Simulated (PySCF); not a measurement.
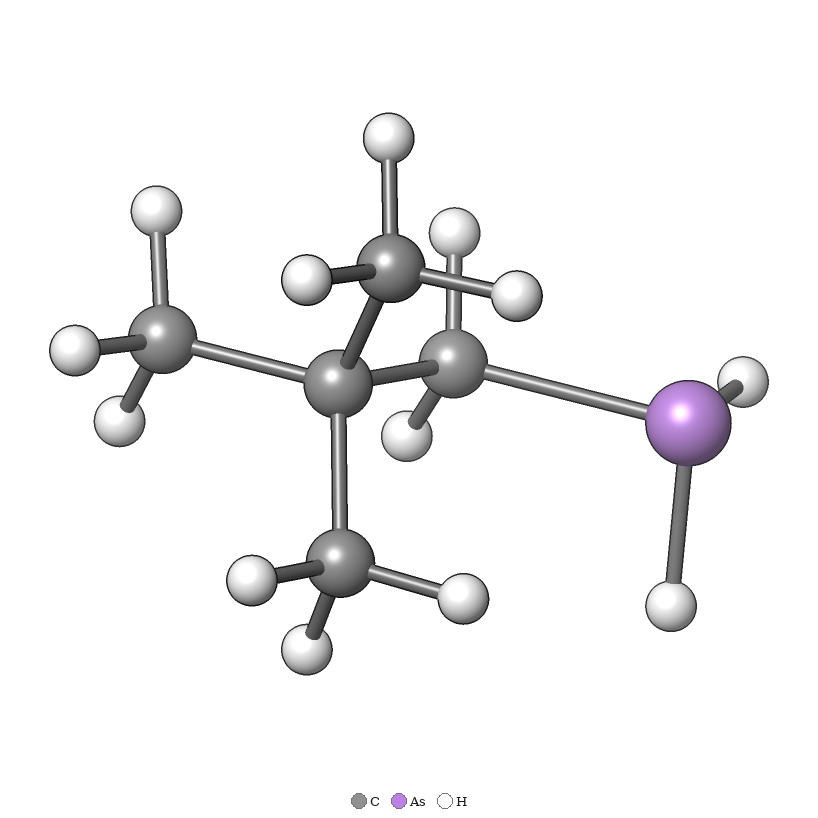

The computed structure is the end point of a PBE0-D3(BJ)/def2-SVP optimisation. No frequency run is at hand to confirm it as a minimum.

Draw it as a skeletal formula.

SMILES: CC(C)(C)C[AsH2]

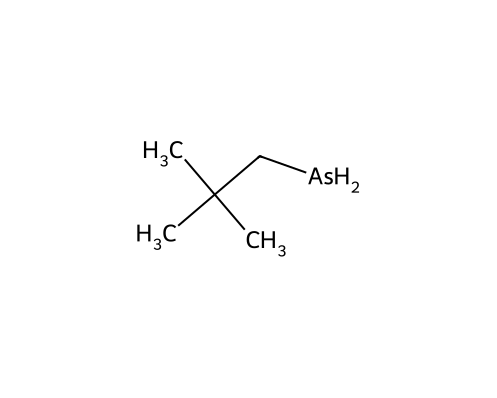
